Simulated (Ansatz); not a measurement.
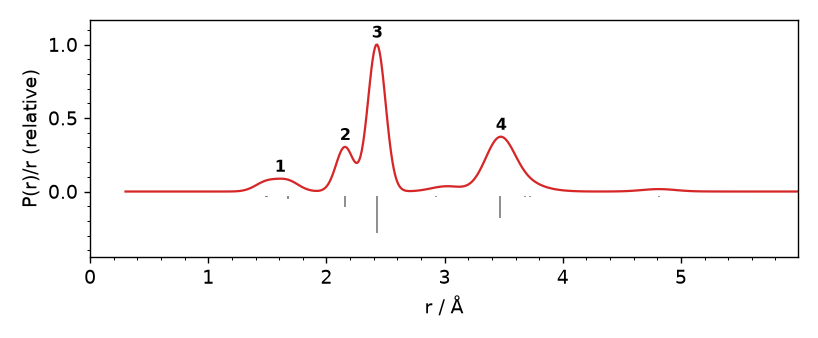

Simulated gas electron diffraction: radial distribution curve of H₄SSiTe. Each pair of atoms contributes with weight ZᵢZⱼ/r (bars below the curve); damping constant 0.0015 Å²; vibrational amplitudes assumed, not computed: 0.05 Å for bonds, 0.078 Å for bonds to H, 0.06 + 0.015 r up to 0.15 Å for other pairs. The geometry is the end point of an optimisation (RKS PBE0-D4/def2-SVP in Ansatz 0.2.0); it may be a saddle point or a higher isomer.

Question: Read the positions of the numbered peaks and name the main pairs (– for bonds).

Answer: Peak 1, 1.61 Å: Si–H 1.49 Å (×3), Te–H 1.67 Å, not resolved
Peak 2, 2.16 Å: S–Si 2.16 Å
Peak 3, 2.43 Å: Te–S 2.43 Å
Peak 4, 3.48 Å: Te···Si 3.47 Å, Te···H 3.68–3.72 Å (×2), not resolved
